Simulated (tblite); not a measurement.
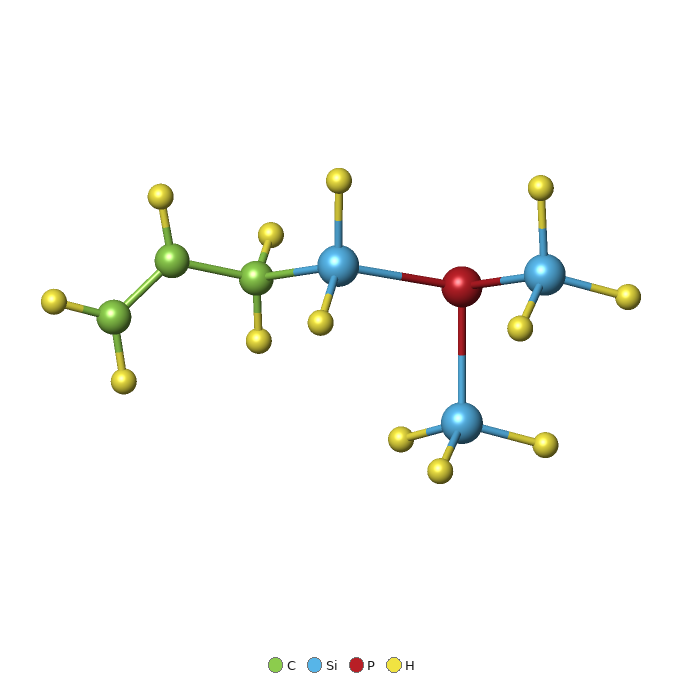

Simulated data, not a measurement (program: tblite).

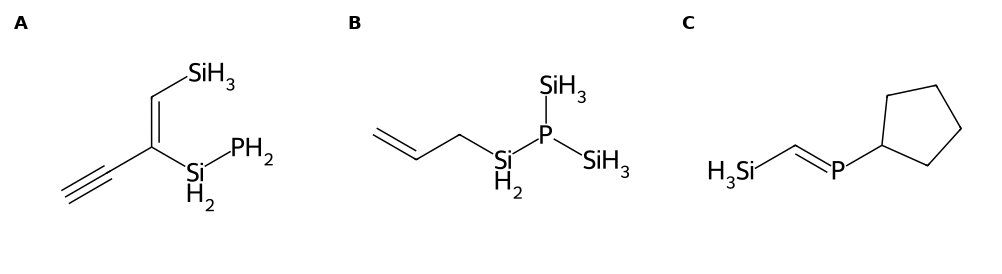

Which structural formula matches the 3D model?

Answer. B, `C=CC[SiH2]P([SiH3])[SiH3]`.
